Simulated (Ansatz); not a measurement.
# SiH₃O₄: a changed input and its effect

System: SiH₃O₄, charge −1.
Method of run A: RHF-CCSD(T), frozen core/def2-TZVPPD (Ansatz 0.2.0).

The geometry: displaced from PBE0-D4/def2-TZVP. Text and figures count atoms from 1; the logs count them from 0 in places.

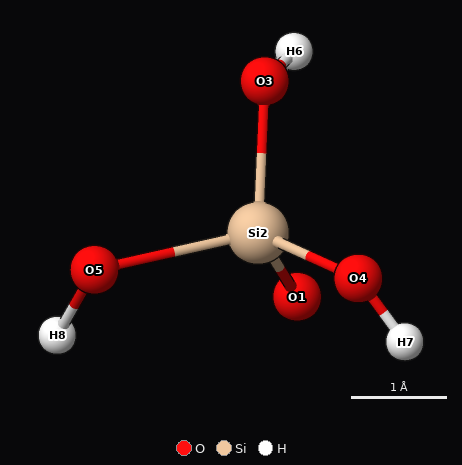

The structure (ball-and-stick view, seen at a tilt; atoms are numbered from 1 in the order of the input). Bond lengths as drawn: H–O 0.83 to 1.17 Å and O–Si 1.58 to 1.82 Å.

## Input file, run A
```yaml
crystal:
  periodic: [false, false, false]
  atoms:
    - {symbol: O, position_ang: [-1.347211, 0.187413, 0.780503]}
    - {symbol: Si, position_ang: [0.001307, 0.050516, -0.026433]}
    - {symbol: O, position_ang: [1.239668, 0.259790, 0.977584]}
    - {symbol: O, position_ang: [0.101570, 1.225153, -1.278833]}
    - {symbol: O, position_ang: [0.206422, -1.616821, -0.737974]}
    - {symbol: H, position_ang: [1.077235, 0.492542, 1.756816]}
    - {symbol: H, position_ang: [-0.596973, 1.621034, -1.509599]}
    - {symbol: H, position_ang: [-0.756962, -2.198067, -0.422428]}
basis:
  gaussian: {orbitals: "def2-TZVPPD.json"}
total_charge: -1
correlation: {method: ccsd_t}
output: {forces: true}
```

Hardware: 4 CPU threads, shared host.

## Output (run A)
```
Functional definition: HF
  exchange = exact_x
  correlation = 0
1526 factors; integrals over basis functions are off by at most 1.2e-3 eV
mean field evaluation 1: about -16061.5731 eV, gradient 4.9e1 eV
mean field evaluation 2: about -16061.7975 eV, gradient 5.0e1 eV
mean field evaluation 4: about -16066.2866 eV, gradient 4.7e0 eV
mean field evaluation 8: about -16066.3662 eV, gradient 6.8e-1 eV
mean field evaluation 16: about -16061.5721 eV, gradient 4.9e1 eV
mean field -16066.36751628 eV, -590.4281160483 hartree, gradient 4.2e-6 eV, S^2 0.000000; 0 other end points of the search recorded, 0 dependent functions left out
9 core orbitals not correlated: weight in the atoms' cores, before any rotation towards them, 1.000 or more for the frozen orbitals, at most 0.000 for the correlated occupied ones
reference -16066.36751628 eV, -590.4281160483 hartree; 16, 16 occupied and 234, 234 virtual orbitals, 1526 factors
second order -30.01595416 eV of doubles, -0.00000000 eV of singles
cycle   1  -29.24397528 eV  change    7.7e-1 eV  update   1.3e-1
cycle   2  -29.90884933 eV  change   -6.6e-1 eV  update   4.1e-2
cycle   3  -30.08569853 eV  change   -1.8e-1 eV  update   2.1e-2
cycle   4  -30.07645317 eV  change    9.2e-3 eV  update   6.0e-3
cycle   5  -30.06718684 eV  change    9.3e-3 eV  update   2.9e-3
cycle   6  -30.06823553 eV  change   -1.0e-3 eV  update   1.2e-3
cycle   7  -30.06871186 eV  change   -4.8e-4 eV  update   5.4e-4
cycle   8  -30.06842644 eV  change    2.9e-4 eV  update   2.4e-4
cycle   9  -30.06831038 eV  change    1.2e-4 eV  update   8.4e-5
cycle  10  -30.06842367 eV  change   -1.1e-4 eV  update   4.0e-5
cycle  11  -30.06835562 eV  change    6.8e-5 eV  update   1.8e-5
cycle  12  -30.06834492 eV  change    1.1e-5 eV  update   7.5e-6
perturbative correction -1.16150235 eV, -0.0426844239 hartree
the calculation of the forces begins
Total energy: -16097.59736355 eV, -591.5757917670 hartree
Atom 0 at    -1.347211     0.187413     0.780503 Å, force     0.020610    -0.198225    -0.441684 eV/Å
Atom 1 at     0.001307     0.050516    -0.026433 Å, force    -3.411016    -1.178651    -0.920271 eV/Å
Atom 2 at     1.239668     0.259790     0.977584 Å, force     4.563525    -2.851635    -9.749896 eV/Å
Atom 3 at     0.101570     1.225153    -1.278833 Å, force     9.434655    -5.743316     3.124736 eV/Å
Atom 4 at     0.206422    -1.616821    -0.737974 Å, force    -4.016961    -0.550360     1.786868 eV/Å
Atom 5 at     1.077235     0.492542     1.756816 Å, force    -2.446391     2.972525     9.882036 eV/Å
Atom 6 at    -0.596973     1.621034    -1.509599 Å, force    -8.576085     4.386343    -2.391472 eV/Å
Atom 7 at    -0.756962    -2.198067    -0.422428 Å, force     4.431663     3.163318    -1.290317 eV/Å
Dipole moment:     0.283490     0.072331    -0.112552 e Å
```

The input of run B differs as follows (lines with − go, lines with + come):
```diff
-    - {symbol: O, position_ang: [-1.347211, 0.187413, 0.780503]}
-    - {symbol: Si, position_ang: [0.001307, 0.050516, -0.026433]}
-    - {symbol: O, position_ang: [1.239668, 0.259790, 0.977584]}
-    - {symbol: O, position_ang: [0.101570, 1.225153, -1.278833]}
-    - {symbol: O, position_ang: [0.206422, -1.616821, -0.737974]}
-    - {symbol: H, position_ang: [1.077235, 0.492542, 1.756816]}
-    - {symbol: H, position_ang: [-0.596973, 1.621034, -1.509599]}
-    - {symbol: H, position_ang: [-0.756962, -2.198067, -0.422428]}
+    - {symbol: O, position_ang: [-1.427023, 0.113195, 0.844547]}
+    - {symbol: Si, position_ang: [-0.173554, 0.078422, -0.017179]}
+    - {symbol: O, position_ang: [1.435662, -0.010802, 0.932574]}
+    - {symbol: O, position_ang: [0.059155, 1.236192, -1.198662]}
+    - {symbol: O, position_ang: [0.224169, -1.531294, -0.811025]}
+    - {symbol: H, position_ang: [1.132256, 0.634885, 1.911123]}
+    - {symbol: H, position_ang: [-0.562833, 1.488490, -1.306048]}
+    - {symbol: H, position_ang: [-0.625764, -2.165315, -0.339788]}
```

Predict how the results change.

With the same method and basis, run B lies 97.1 kcal/mol higher. The largest force goes from 11.479 to 43.613 eV/Å.

## Output (run B)
```
Functional definition: HF
  exchange = exact_x
  correlation = 0
1529 factors; integrals over basis functions are off by at most 8.0e-4 eV
mean field evaluation 1: about -16056.4878 eV, gradient 5.0e1 eV
mean field evaluation 2: about -16056.7296 eV, gradient 5.1e1 eV
mean field evaluation 4: about -16061.5217 eV, gradient 4.3e0 eV
mean field evaluation 8: about -16061.6095 eV, gradient 7.3e-1 eV
mean field evaluation 16: about -16061.6113 eV, gradient 4.4e-6 eV
mean field -16061.61132861 eV, -590.2533293751 hartree, gradient 4.4e-6 eV, S^2 0.000000; 0 other end points of the search recorded, 0 dependent functions left out
9 core orbitals not correlated: weight in the atoms' cores, before any rotation towards them, 1.000 or more for the frozen orbitals, at most 0.000 for the correlated occupied ones
reference -16061.61132861 eV, -590.2533293751 hartree; 16, 16 occupied and 234, 234 virtual orbitals, 1529 factors
second order -30.54882992 eV of doubles, -0.00000000 eV of singles
cycle   1  -29.58129690 eV  change    9.7e-1 eV  update   1.4e-1
cycle   2  -30.34672736 eV  change   -7.7e-1 eV  update   4.5e-2
cycle   3  -30.55378905 eV  change   -2.1e-1 eV  update   2.2e-2
cycle   4  -30.53305031 eV  change    2.1e-2 eV  update   5.8e-3
cycle   5  -30.52650823 eV  change    6.5e-3 eV  update   2.6e-3
cycle   6  -30.52851200 eV  change   -2.0e-3 eV  update   9.7e-4
cycle   7  -30.52850686 eV  change    5.1e-6 eV  update   4.1e-4
cycle   8  -30.52817059 eV  change    3.4e-4 eV  update   1.7e-4
cycle   9  -30.52812349 eV  change    4.7e-5 eV  update   7.2e-5
cycle  10  -30.52822042 eV  change   -9.7e-5 eV  update   3.6e-5
cycle  11  -30.52813233 eV  change    8.8e-5 eV  update   1.9e-5
cycle  12  -30.52814849 eV  change   -1.6e-5 eV  update   8.6e-6
cycle  13  -30.52815294 eV  change   -4.5e-6 eV  update   3.9e-6
perturbative correction -1.24744104 eV, -0.0458426129 hartree
the calculation of the forces begins
Total energy: -16093.38692260 eV, -591.4210609159 hartree
Atom 0 at    -1.427023     0.113195     0.844547 Å, force    -1.533267     0.396387     0.551029 eV/Å
Atom 1 at    -0.173554     0.078422    -0.017179 Å, force     5.135203    -3.461668     0.234042 eV/Å
Atom 2 at     1.435662    -0.010802     0.932574 Å, force    -3.545922     3.634223     3.283012 eV/Å
Atom 3 at     0.059155     1.236192    -1.198662 Å, force    39.039417   -16.613299     7.454119 eV/Å
Atom 4 at     0.224169    -1.531294    -0.811025 Å, force    -4.770817    -0.748696     2.602378 eV/Å
Atom 5 at     1.132256     0.634885     1.911123 Å, force     1.366517    -2.917023    -4.522807 eV/Å
Atom 6 at    -0.562833     1.488490    -1.306048 Å, force   -39.536827    16.813397    -7.501267 eV/Å
Atom 7 at    -0.625764    -2.165315    -0.339788 Å, force     3.845695     2.896679    -2.100505 eV/Å
Dipole moment:    -0.107697     0.231638    -0.164304 e Å
```

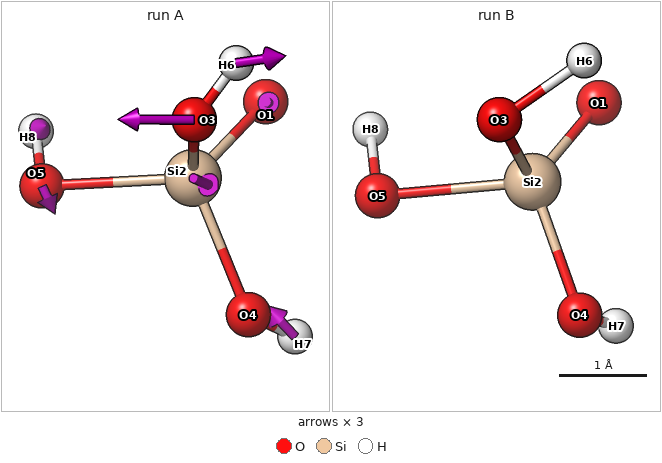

The two input geometries at one scale (ball-and-stick view, seen at a tilt). The pink arrows on the first give the shifts of the atoms after the best rigid fit, magnified 3 times. The atom that moves furthest after the best rigid fit is O3 (0.30 Å). By element the largest moves are O 0.30 Å, H 0.22 Å, Si 0.20 Å. Among the contacts that change: O3–H6 0.829 → 1.211 Å, Si2–O3 1.608 → 1.871 Å, O4–H7 0.835 → 0.680 Å, O1–Si2 1.577 → 1.522 Å.

## The two runs side by side

```tsv
quantity	run A	run B
outcome	converged	converged
total energy (hartree)	−591.575792	−591.421061
largest force (eV/Å)	11.479	43.613
basis functions	259	259
wall time (shared host)	15 min	16 min
```
